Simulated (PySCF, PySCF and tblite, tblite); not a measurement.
# C₄H₆FNO: a path driven as rotation about a bond, and NMR exchange, part 2 of 2

PySCF and tblite. Atoms count from 0. The steps go on from the part before.

### 8 Shieldings, saddle of leg 1: PBE0/pcSseg-1 in dimethylsulfoxide

Job settings and geometry (Å):

```
{"job": {"kind": "nmr", "xc": "PBE0", "basis": "pcSseg-1", "solvent": "dimethylsulfoxide", "pop": false}, "charge": 0, "multiplicity": 1}
C     -2.411875     0.671903     0.327669
C     -1.372590     0.477542    -0.458251
F     -1.535179     0.351202    -1.795273
N     -0.031099     0.404265    -0.064414
C      0.695008    -0.764413    -0.116258
C      2.157490    -0.555730     0.202731
O      0.192551    -1.828229    -0.364998
H     -3.404700     0.729897    -0.077034
H     -2.285086     0.763619     1.388885
H      0.452139     1.269586     0.124603
H      2.658084    -1.519013     0.223316
H      2.267827    -0.069537     1.169406
H      2.617431     0.068907    -0.560381
```

Log:

```text
coarse grid: 11304 points
cycle   1  E = -385.1746755079  dE =  1.141e+00  |g| = 9.353e-01  |ddm| = 3.186e+00
cycle   2  E = -384.8059935151  dE =  3.687e-01  |g| = 1.678e+00  |ddm| = 1.961e+00
cycle   3  E = -385.3341140678  dE = -5.281e-01  |g| = 1.918e-01  |ddm| = 1.427e+00
cycle   4  E = -385.3408331844  dE = -6.719e-03  |g| = 6.279e-02  |ddm| = 1.556e-01
cycle   5  E = -385.3414751185  dE = -6.419e-04  |g| = 1.748e-02  |ddm| = 4.341e-02
cycle   6  E = -385.3415419895  dE = -6.687e-05  |g| = 4.001e-03  |ddm| = 1.400e-02
cycle   7  E = -385.3415446229  dE = -2.633e-06  |g| = 1.622e-03  |ddm| = 3.074e-03
final grid: 110872 points
cycle   8  E = -385.3985238423  dE = -2.459e-05  |g| = 1.171e-02  |ddm| = 2.408e-02
cycle   9  E = -385.3984700707  dE =  5.377e-05  |g| = 2.081e-02  |ddm| = 2.131e-02
cycle  10  E = -385.3985505162  dE = -8.045e-05  |g| = 1.667e-03  |ddm| = 1.420e-02
cycle  11  E = -385.3985510927  dE = -5.765e-07  |g| = 2.609e-04  |ddm| = 1.208e-03
cycle  12  E = -385.3985511007  dE = -7.962e-09  |g| = 1.481e-04  |ddm| = 2.580e-04
cycle  13  E = -385.3985511039  dE = -3.240e-09  |g| = 2.141e-05  |ddm| = 1.008e-04
cycle  14  E = -385.3985511040  dE = -9.504e-11  |g| = 7.345e-06  |ddm| = 2.104e-05
converged SCF energy = -385.3985511040

GIAO shielding tensors (ppm)
atom      isotropic    diamagn.    paramagn.     s11        s22        s33       span
  0 C       86.923     255.870    -168.947     -8.933    108.591    161.110    170.043
  1 C       22.967     247.282    -224.315    -82.546     65.143     86.304    168.850
  2 F      249.497     475.961    -226.464    185.189    258.052    305.251    120.062
  3 N      116.642     333.686    -217.045     10.629    134.629    204.667    194.039
  4 C       10.457     246.959    -236.502    -79.100     18.397     92.073    171.172
  5 C      161.964     250.650     -88.686    137.334    152.741    195.817     58.483
  6 O      -79.623     403.932    -483.555   -384.247   -184.933    330.311    714.558
  7 H       26.460      28.233      -1.773     23.832     24.825     30.723      6.891
  8 H       26.610      31.462      -4.852     24.343     24.980     30.506      6.163
  9 H       24.644      35.006     -10.362     19.804     26.322     27.807      8.003
 10 H       29.993      27.938       2.056     26.226     28.158     35.595      9.369
 11 H       29.294      29.302      -0.009     25.589     28.588     33.705      8.116
 12 H       29.287      28.756       0.531     25.695     28.384     33.781      8.085
```

Run time: 17 s. Hardware: 1 thread of Arm Neoverse V1, shared host; peak memory 0.75 GiB.

Key values: HOMO -7.69 eV, LUMO -0.01 eV; dipole 5.67 D.

Orbitals, density, ELF and potential are computed afterwards from the orbital file.

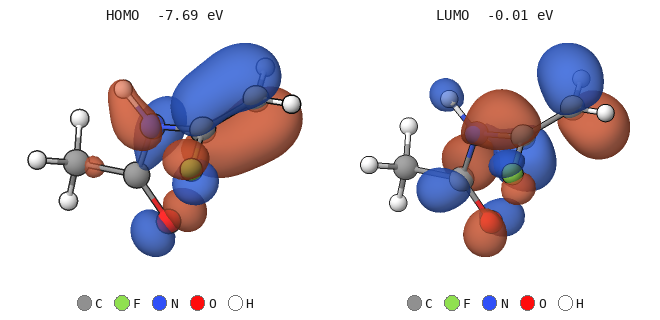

PBE0/pcSseg-1 orbitals near the gap, drawn at the value that encloses 70 % of each; the two colours are the two signs.

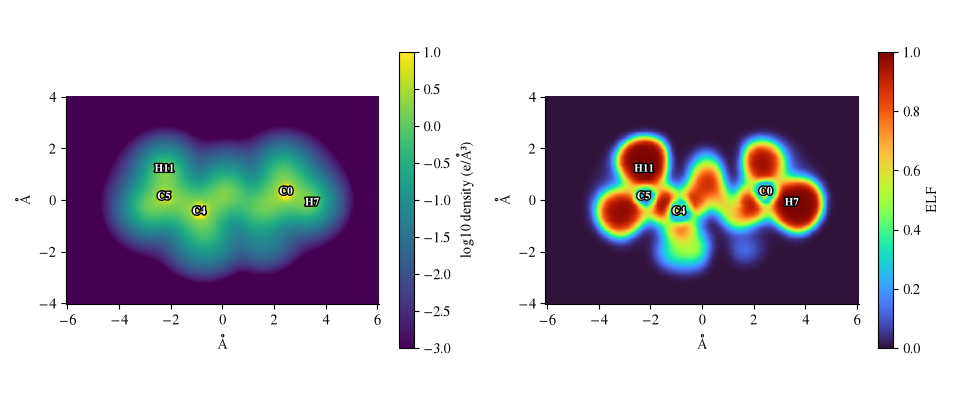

Density (left) and ELF (right) in a plane through or near 5 of the atoms.

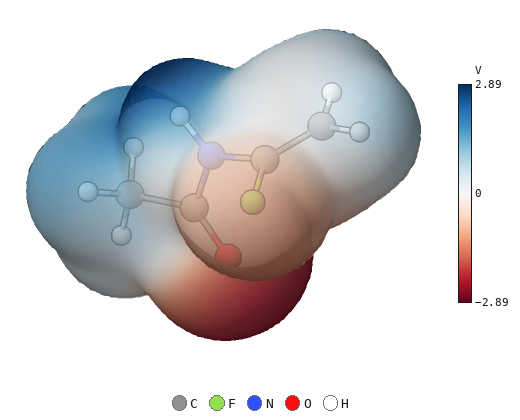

Electrostatic potential on the surface of density 0.002 e/bohr³; red is low, blue high. It runs, from the 1st to the 99th percentile, from -2.44 V near O6 to 2.89 V near H9.

### 9 Shieldings, end: PBE0/pcSseg-1 in dimethylsulfoxide

Job settings and geometry (Å):

```
{"job": {"kind": "nmr", "xc": "PBE0", "basis": "pcSseg-1", "solvent": "dimethylsulfoxide", "pop": false}, "charge": 0, "multiplicity": 1}
C     -2.407216     0.831467     0.401945
C     -1.471865     0.222826    -0.313391
F     -1.766110    -0.308480    -1.500261
N     -0.146960     0.076566     0.074564
C      0.887125    -0.534693    -0.610088
C      2.179760    -0.475933     0.175482
O      0.773193    -1.046291    -1.690008
H     -3.410676     0.901610     0.031080
H     -2.189567     1.264744     1.358266
H      0.060910     0.478520     0.976777
H      2.063738    -0.984395     1.130339
H      2.462668     0.558516     0.358970
H      2.962658    -0.964810    -0.396434
```

Log:

```text
coarse grid: 11304 points
cycle   1  E = -385.1689279359  dE =  1.181e+00  |g| = 9.453e-01  |ddm| = 3.207e+00
cycle   2  E = -384.7891482105  dE =  3.798e-01  |g| = 1.697e+00  |ddm| = 1.951e+00
cycle   3  E = -385.3338692117  dE = -5.447e-01  |g| = 1.957e-01  |ddm| = 1.414e+00
cycle   4  E = -385.3408783162  dE = -7.009e-03  |g| = 6.498e-02  |ddm| = 1.554e-01
cycle   5  E = -385.3415971527  dE = -7.188e-04  |g| = 1.743e-02  |ddm| = 4.564e-02
cycle   6  E = -385.3416662531  dE = -6.910e-05  |g| = 4.192e-03  |ddm| = 1.443e-02
cycle   7  E = -385.3416692715  dE = -3.018e-06  |g| = 1.606e-03  |ddm| = 3.247e-03
final grid: 110872 points
cycle   8  E = -385.3981628712  dE = -2.199e-05  |g| = 1.180e-02  |ddm| = 2.356e-02
cycle   9  E = -385.3981062161  dE =  5.666e-05  |g| = 2.120e-02  |ddm| = 2.124e-02
cycle  10  E = -385.3981898277  dE = -8.361e-05  |g| = 1.560e-03  |ddm| = 1.427e-02
cycle  11  E = -385.3981903363  dE = -5.085e-07  |g| = 2.117e-04  |ddm| = 1.104e-03
cycle  12  E = -385.3981903417  dE = -5.442e-09  |g| = 1.374e-04  |ddm| = 2.174e-04
cycle  13  E = -385.3981903446  dE = -2.878e-09  |g| = 2.036e-05  |ddm| = 8.584e-05
cycle  14  E = -385.3981903447  dE = -8.424e-11  |g| = 6.773e-06  |ddm| = 1.957e-05
converged SCF energy = -385.3981903447

GIAO shielding tensors (ppm)
atom      isotropic    diamagn.    paramagn.     s11        s22        s33       span
  0 C      115.250     255.920    -140.669     42.643    139.528    163.580    120.937
  1 C       20.851     247.314    -226.463    -81.711     69.580     74.685    156.396
  2 F      290.588     475.579    -184.991    202.737    299.545    369.482    166.745
  3 N      110.045     334.443    -224.398     -3.294    141.088    192.341    195.635
  4 C       16.524     245.923    -229.399    -77.812     37.393     89.992    167.804
  5 C      160.531     250.383     -89.851    132.864    153.021    195.710     62.845
  6 O      -89.334     403.045    -492.379   -419.911   -185.615    337.522    757.433
  7 H       27.673      28.252      -0.579     25.111     25.878     32.031      6.919
  8 H       27.813      31.311      -3.498     25.388     26.629     31.421      6.033
  9 H       24.641      36.859     -12.219     19.519     25.646     28.757      9.238
 10 H       29.302      29.191       0.111     25.719     28.553     33.635      7.916
 11 H       29.303      29.190       0.113     25.716     28.557     33.635      7.919
 12 H       30.066      27.714       2.352     26.332     28.262     35.603      9.271
```

It took 13 s on 1 thread of Arm Neoverse V1, shared host; peak memory 0.77 GiB.

In short: HOMO -6.75 eV, LUMO -0.19 eV; dipole 6.19 D.

### 10 Barriers, rates and exchange

Job settings and geometry (Å):

```
{"job": {"smiles": "C=C(F)NC(C)=O", "charge": 0, "mult": 1, "motion": "rotation", "what": "enamine", "atoms": [1, 3], "drives": [{"terms": [["t", [0, 1, 3, 4], 0.25], ["t", [0, 1, 3, 9], 0.25], ["t", [2, 1, 3, 4], 0.25], ["t", [2, 1, 3, 9], 0.25]], "by": 180, "n": 12}], "flip": [1, 3], "study": "path", "level": {"kind": "nmr", "xc": "PBE0", "basis": "pcSseg-1", "solvent": "dimethylsulfoxide"}, "fields": [500, 700, 900], "first": 5, "seed": 318, "kind": "path"}, "charge": 0, "multiplicity": 1}
C     -2.359939     0.177425     0.092091
C     -1.314502     0.806796    -0.410268
F     -1.466241     1.940684    -1.138760
N      0.034335     0.493628    -0.323343
C      0.591376    -0.578398     0.327518
C      2.097994    -0.599967     0.208050
O     -0.054381    -1.403328     0.924139
H     -3.348729     0.560739    -0.072521
H     -2.228825    -0.717694     0.666299
H      0.646396     1.141125    -0.800744
H      2.484729    -1.467484     0.734224
H      2.521937     0.301963     0.644556
H      2.391462    -0.655002    -0.838173
```

Log:

```text
stationary points (kcal/mol above the start)
  n  kind          group   xTB      DFT    lowest mode
  0  minimum      Cs       0.00     0.00      59.5
  1  saddle       C1       6.68     2.84     -82.3
  2  minimum      Cs       4.79     3.12      28.2

GFN2-xTB energies: T/K, barrier G, reaction G (kcal/mol), k forward, k back (1/s)
 150.00     6.27     4.73   4.63e+03   3.58e+10
 200.00     6.33     4.70      1e+06   1.36e+11
 250.00     6.41     4.67    2.6e+07   3.13e+11
 298.15     6.49     4.64   2.17e+08   5.44e+11
 350.00     6.59     4.61   1.12e+09   8.44e+11
 400.00     6.69     4.58   3.67e+09   1.17e+12
 500.00     6.92     4.53   1.96e+10   1.87e+12

PBE0/pcSseg-1 + D3(BJ), IEF-PCM dimethylsulfoxide energies: T/K, barrier G, reaction G (kcal/mol), k forward, k back (1/s)
 150.00     2.42     3.06   1.85e+09    5.3e+13
 200.00     2.49     3.03   1.59e+10   3.25e+13
 250.00     2.56     3.00   5.97e+10    2.5e+13
 298.15     2.65     2.97   1.42e+11   2.14e+13
 350.00     2.75     2.94   2.81e+11   1.93e+13
 400.00     2.85     2.91   4.62e+11    1.8e+13
 500.00     3.08     2.86   9.39e+11   1.67e+13
```

Run time: 55 s. Hardware: 1 thread of Arm Neoverse V1, shared host; peak memory 0.81 GiB. This counts the whole study up to here.

Barriers by level (kcal/mol; entropies in cal/(mol K)). Zero-point and thermal terms come from xTB in every row. ΔG‡ leaves symmetry out; the rate counts equivalent paths (a factor of 2); effective ΔG‡, where given, is the barrier that would give that rate by Eyring's equation alone:

```tsv
level	ΔE‡	with zero-point	ΔH‡	ΔS‡	ΔG‡ (298 K)	ΔE of reaction	k at 298 K (1/s)	effective ΔG‡
GFN2-xTB	6.68	6.15	5.83	-2.2	6.49	4.79	2.2e+08	6.08
PBE0/pcSseg-1 + D3(BJ), IEF-PCM dimethylsulfoxide	2.84	2.31	1.98	-2.2	2.65	3.12	–	–
```

Where the barrier is not positive, the rates in the log have no meaning.

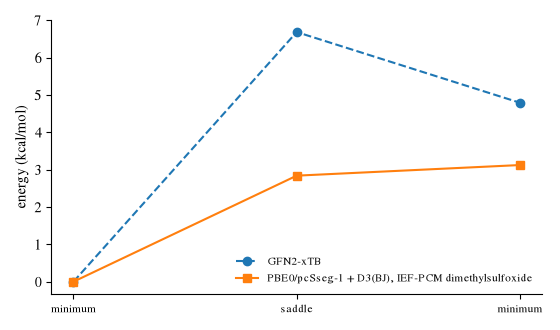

The xTB stationary points, at both levels.

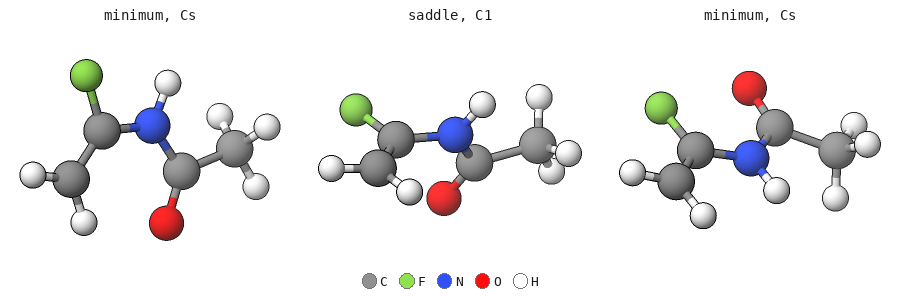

The stationary points in order.

### 11 Outcome

What follows sums up all 2 parts.

```
                                                         quantity                                                    value
                                               barrier (GFN2-xTB)                                         ΔE‡ 6.7 kcal/mol
xTB's saddle at PBE0/pcSseg-1 + D3(BJ), IEF-PCM dimethylsulfoxide  2.8 kcal/mol from the start, 2.3 with zero-point energy
```

**Reading.** On the xTB geometries PBE0/pcSseg-1 + D3(BJ), IEF-PCM dimethylsulfoxide finds no proper saddle: the saddle lies below the end, so these points are not stationary on its surface. No rate or coalescence follows from it.
